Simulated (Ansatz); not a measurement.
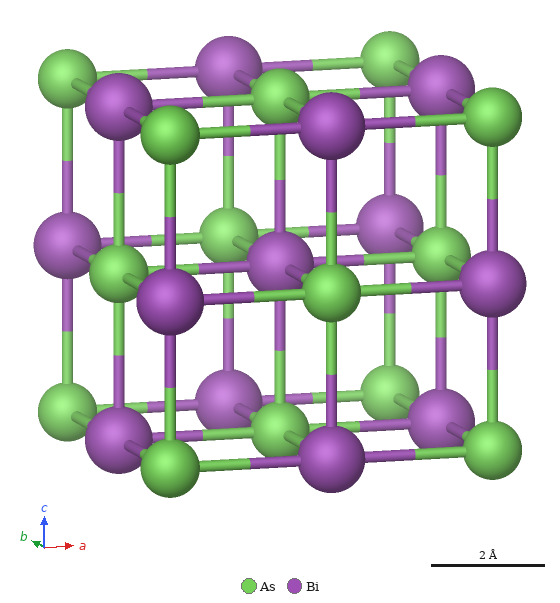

Reference structure: a crystal of BiAs (a generated structure, set up in Fm-3m). The picture is a ball-and-stick view of the conventional cell (4 times the calculation's cell), seen slightly off an axis. Lengths and directions refer to the drawn axes.

The calculation used Ansatz, DFT, PBE, all-electron PAW with datasets made for the crystal, scalar-relativistic. Settings: plane-wave cutoff 260 eV; k-point mesh 11 × 11 × 11; occupations fermi dirac; smearing width 0.03 eV; no spin polarisation.

Change: All lengths are scaled by −2.0 % (volume −6.0 %), the atoms keeping their fractional coordinates. No relaxation follows.

Input
```yaml
crystal:
  lattice:
    - [0.0, 2.9554593537, 2.9554593537]
    - [2.9554593537, 0.0, 2.9554593537]
    - [2.9554593537, 2.9554593537, 0.0]
  atoms:
    - { symbol: As, position: [0.0, 0.0, 0.0] }
    - { symbol: Bi, position: [0.5, 0.5, 0.5] }
kpoints:
  mp_grid: { grid: [11, 11, 11] }
scf:
  occupations: { method: fermi_dirac, width: 0.03 }
hamiltonian:
  xc: pbe
  pseudopotentials: { kind: all_electron, datasets: crystal }
output:
  forces: true
  stress: true
  eigenvalues: true
  efg: { contact_densities: true }
```

> What does the calculation give for the changed structure?

Near-neighbour distances before and after: As–Bi 3.017 → 2.955 Å. The space group stays Fm-3m (No. 225). Energy change: +21.6 meV per atom. Pressure: 0.0 GPa before, 4.4 GPa after. All forces vanish by symmetry.

Drawn alike, the variant:

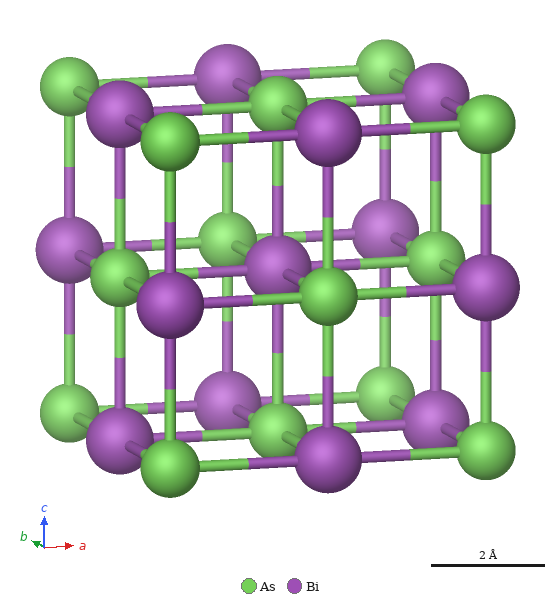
